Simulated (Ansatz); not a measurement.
# r2SCAN0/def2-SVP run of SiH2Br2 (dibromosilane)

Aim: the vertical ionisation energy of SiH2Br2 (dibromosilane) at r2SCAN0/def2-SVP, from 2 runs. 

The results are computed with Ansatz 0.2.0.

53 further runs of the same task are left out: 6 that didn't finish, 47 set aside as unsound or not needed.

### 1 The system as given

SiH2Br2 has 5 atoms, charge 0, and is taken as a singlet. SMILES: `Br[SiH2]Br`. The shape is that of a PBE0-D4/def2-TZVP optimisation.

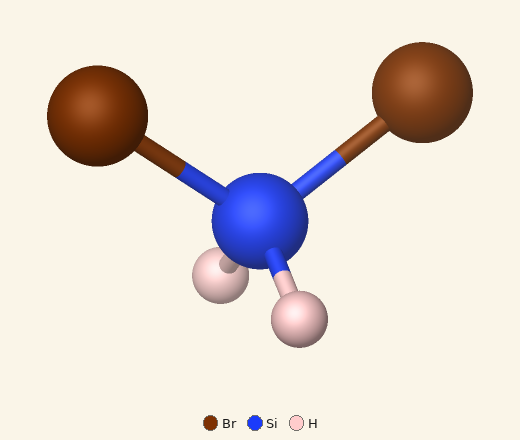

The structure, seen from a chosen angle (bromine brown, silicon blue, hydrogen pink).

### 2 A single-point energy at r2SCAN0/def2-SVP

Contents of in.yaml:

```yaml
crystal:
  periodic: [false, false, false]
  atoms:
    - {symbol: Br, position_ang: [-1.672690, -1.239290, 0.362310]}
    - {symbol: Si, position_ang: [0.158230, -0.046290, 0.054680]}
    - {symbol: Br, position_ang: [-0.295570, 1.814160, -1.042010]}
    - {symbol: H, position_ang: [1.103430, -0.843230, -0.751710]}
    - {symbol: H, position_ang: [0.706590, 0.314640, 1.376730]}
basis:
  gaussian:
    orbitals: def2-SVP
hamiltonian:
  xc: {name: r2SCAN0}
output: {orbitals: {seedname: orbitals}}
accuracy: high
```

On the command line:

```console
$ ansatz run in.yaml --threads 1 --pin off --max-ram 3480MiB --events-out events.jsonl --progress --plain --runs-dir runs
```

Output:

```text
Warning: RAYON_NUM_THREADS=1 ignored (pool sized by the plan → 1); use --threads N
Functional definition: r2SCAN0
  name "r2SCAN0"
  parameter a = 0.25
  parameter k0 = 0.174
  parameter k1 = 0.065
  parameter a1 = 4.9479
  exchange = (1 - a)*r2scan_x(k0 = k0, k1 = k1, a1 = a1) + a*exact_x
  correlation = r2scan_c
1684 factors; integrals over basis functions are off by at most 5.9e-9 eV
mean field evaluation 1: about -147984.1233 eV, gradient 8.2e0 eV
mean field evaluation 2: about -147984.2095 eV, gradient 5.9e0 eV
mean field evaluation 4: about -147984.3091 eV, gradient 1.1e-1 eV
mean field evaluation 8: about -147984.4094 eV, gradient 6.6e-2 eV
mean field evaluation 16: about -147984.4094 eV, gradient 1.9e-6 eV
mean field -147984.40939554 eV, -5438.3267378505 hartree, gradient 2.3e-8 eV, S^2 0.000000; 0 other end points of the search recorded, 0 dependent functions left out
reference -147984.40939598 eV, -5438.3267378669 hartree; 43, 43 occupied and 49, 49 virtual orbitals, 1684 factors
Total energy: -147984.40939598 eV, -5438.3267378669 hartree
```

Wall time 17 s (1 thread of Arm Neoverse V2, shared host); peak memory 0.39 GiB.

### 3 The doublet cation at the same level

Contents of job.yaml:

```yaml
crystal:
  periodic: [false, false, false]
  atoms:
    - {symbol: Br, position_ang: [-1.672690, -1.239290, 0.362310]}
    - {symbol: Si, position_ang: [0.158230, -0.046290, 0.054680]}
    - {symbol: Br, position_ang: [-0.295570, 1.814160, -1.042010]}
    - {symbol: H, position_ang: [1.103430, -0.843230, -0.751710]}
    - {symbol: H, position_ang: [0.706590, 0.314640, 1.376730]}
basis:
  gaussian:
    orbitals: def2-SVP
total_charge: 1
magnetization:
  spin_polarized: true
  initial_magnetization: 1
hamiltonian:
  xc: {name: r2SCAN0}
accuracy: high
output: {orbitals: {seedname: orbitals}}
```

On the command line:

```console
$ ansatz run job.yaml --threads 1 --pin off --max-ram 3480MiB --events-out events.jsonl --progress --plain --runs-dir runs
```

Output, cut to the lines that bear on the results:

```text
Warning: RAYON_NUM_THREADS=1 ignored (pool sized by the plan → 1); use --threads N
[... 8 set-up lines as earlier in the session ...]
1681 factors; integrals over basis functions are off by at most 5.9e-9 eV
mean field evaluation 1: about -147973.1208 eV, gradient 7.9e0 eV
mean field evaluation 2: about -147973.3039 eV, gradient 6.8e0 eV
mean field evaluation 4: about -147973.4517 eV, gradient 8.8e-1 eV
mean field evaluation 8: about -147973.5605 eV, gradient 3.9e-1 eV
mean field evaluation 16: about -147973.5617 eV, gradient 4.4e-4 eV
mean field evaluation 32: about -147973.5617 eV, gradient 3.4e-7 eV
mean field evaluation 64: about -147973.4555 eV, gradient 2.6e0 eV
mean field -147973.56168345 eV, -5437.9280917844 hartree, gradient 3.4e-8 eV, S^2 0.756892; 7 other end points of the search recorded, 0 dependent functions left out
reference -147973.56168457 eV, -5437.9280918255 hartree; 43, 42 occupied and 49, 50 virtual orbitals, 1681 factors
Total energy: -147973.56168457 eV, -5437.9280918255 hartree
```

Run time: 1.9 min. Hardware: 1 thread of Arm Neoverse V2, shared host; peak memory 0.72 GiB.

### 4 What came out

Level: r2SCAN0/def2-SVP.

```
                                          quantity           value
                     singlet SiH2Br2: total energy  -5438.32674 Eh
                      singlet SiH2Br2: HOMO energy        -8.78 eV
                      singlet SiH2Br2: LUMO energy        -0.22 eV
                    singlet SiH2Br2: HOMO–LUMO gap         8.56 eV
                      doublet cation: total energy  -5437.92809 Eh
doublet cation: HOMO energy (highest over α and β)       -14.32 eV
 doublet cation: LUMO energy (lowest over α and β)       -12.89 eV
                              doublet cation: ⟨S²⟩           0.757
vertical ionisation energy (to the doublet cation)       10.848 eV
```

Removing an electron at fixed nuclei costs 10.85 eV (250 kcal/mol). −ε(HOMO) before ionisation, 8.78 eV, is 2.06 eV below this ionisation energy.
